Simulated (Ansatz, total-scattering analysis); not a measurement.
# The surroundings of H by a first difference

Two samples of aqueous NaCl (30 H2O, 2 Na+ and 2 Cl-; O 31.9, H 63.8, Na 2.1, Cl 2.1 atom %; 330 K, fixed volume (mean pressure -1.2 GPa); ρ₀ = 0.0973 Å⁻³) differ only in the isotope of H: D (b = 6.6681 fm) and H (b = -3.7395 fm). Other lengths: O 5.8037, Na 3.63, Cl 9.5792 fm. The data are simulated by ab initio molecular dynamics with Ansatz (LDA, plane waves, PAW default files, Langevin thermostat, no spin, fixed volume, H with the mass of D). The average runs over 0.90 ps of 94 atoms, so shells between rare elements are rough. Mean temperature 334 K, largest m.s.d. 0.96 Å², energy drift -8 meV an atom (last third less first, no steady trend), Langevin friction 10 ps⁻¹; the first quarter of the run is discarded. Start: last frame of a classical run of this cell at the same density and temperature. So short a stretch relaxes bonds and nearest shells but still remembers its start. It is a liquid as far as so short a run tells. LDA overbinds hydrogen bonds, so O–O contacts come out short and the liquid too structured. The partials come from the cell's reciprocal vectors below 4 Å⁻¹ and from g(r) above; absorption, incoherent and inelastic scattering are left out. F(Q) = Σ ci cj bi bj (Sij − 1), in barn per steradian and atom:

| Q (Å⁻¹) | 2H | 1H | difference |
| --- | --- | --- | --- |
| 0.9 | -0.267 | -0.201 | -0.067 |
| 1.2 | -0.163 | -0.196 | 0.034 |
| 1.5 | -0.039 | -0.185 | 0.146 |
| 1.8 | 0.287 | -0.178 | 0.465 |
| 2.1 | 0.244 | -0.165 | 0.409 |
| 2.4 | 0.055 | -0.125 | 0.181 |
| 2.7 | 0.007 | -0.048 | 0.055 |
| 3.0 | -0.070 | 0.037 | -0.107 |
| 3.3 | -0.117 | 0.084 | -0.202 |
| 3.6 | -0.066 | 0.088 | -0.154 |
| 3.9 | -0.022 | 0.041 | -0.063 |
| 4.2 | -0.016 | 0.004 | -0.021 |
| 4.5 | -0.049 | 0.003 | -0.053 |
| 4.8 | -0.084 | 0.032 | -0.116 |
| 5.1 | -0.090 | 0.058 | -0.148 |
| 5.4 | -0.070 | 0.064 | -0.134 |
| 5.7 | -0.040 | 0.050 | -0.089 |
| 6.0 | -0.015 | 0.024 | -0.038 |
| 6.3 | -0.001 | -0.005 | 0.004 |
| 6.6 | 0.006 | -0.026 | 0.032 |
| 6.9 | 0.017 | -0.032 | 0.049 |
| 7.2 | 0.028 | -0.030 | 0.059 |
| 7.5 | 0.037 | -0.029 | 0.066 |
| 7.8 | 0.047 | -0.031 | 0.078 |
| 8.1 | 0.061 | -0.033 | 0.094 |
| 8.4 | 0.069 | -0.030 | 0.099 |
| 8.7 | 0.063 | -0.023 | 0.086 |
| 9.0 | 0.045 | -0.013 | 0.058 |
| 9.3 | 0.021 | -0.001 | 0.022 |
| 9.6 | -0.004 | 0.010 | -0.014 |
| 9.9 | -0.026 | 0.018 | -0.044 |
| 10.2 | -0.043 | 0.022 | -0.066 |
| 10.5 | -0.055 | 0.023 | -0.078 |
| 10.8 | -0.062 | 0.020 | -0.082 |

The first difference in real space, ΔG(r), in barn (from the pair functions, so without the broadening of a finite Q range):

first difference G(r), r (Å) and value: 0.50 -0.406, 0.58 -0.406, 0.66 -0.406, 0.74 -0.406, 0.82 -0.406, 0.90 -0.330, 0.98 5.538, 1.06 1.557, 1.14 -0.356, 1.22 -0.405, 1.30 -0.396, 1.38 -0.354, 1.46 -0.202, 1.54 0.158, 1.62 0.301, 1.70 0.074, 1.78 -0.066, 1.86 -0.168, 1.94 -0.178, 2.02 -0.151, 2.10 -0.084, 2.18 -0.099, 2.26 -0.129, 2.34 -0.166, 2.42 -0.207, 2.50 -0.232, 2.58 -0.242, 2.66 -0.207, 2.74 -0.163, 2.82 -0.114, 2.90 -0.032, 2.98 0.048, 3.06 0.094, 3.14 0.118, 3.22 0.125, 3.30 0.137, 3.38 0.099, 3.46 0.080, 3.54 0.069

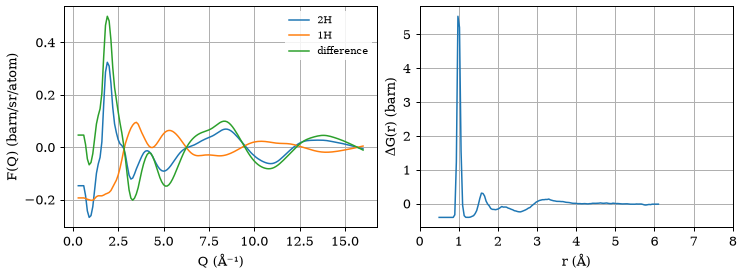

Q: What does the difference say of the neighbours of H?

Pairs without H cancel. ΔG(r) = Σ W [g(r) − 1] with W = 2 c(H) c(j) b(j) Δb, and c(H)² (b₁² − b₂²) for H–H: H–O 0.2461, H–H 0.1242, H–Na 0.0103, H–Cl 0.0271 barn. At small r, ΔG → −ΣW = -0.408; in this finite cell the H–H term carries (N − 1)/N with N = 60 atoms of H, which gives -0.406.

The first feature, at 1.00 Å, is H–O. n = 4πρ₀ c(O)/W ∫ r² [ΔG − ΔG(0)] dr up to 1.28 Å gives 1.0 O around each H; the coordinates give 1.00 up to 1.28 Å.

Shells of H from the coordinates: O–H at 1.00 Å, 1.0 neighbours to 1.28 Å; H–H at 1.59 Å, 1.1 neighbours to 1.84 Å; H–Cl at 2.11 Å, 0.2 neighbours to 2.92 Å (first peaks with a usable minimum only). Counts average over all H, whatever molecule they sit on, and second peaks of a pair (H two bonds away, hydrogen bonds) add features between 1.5 and 2.5 Å that aren't listed. The structure is taken to be the same for both isotopes, which holds least well for H and D.
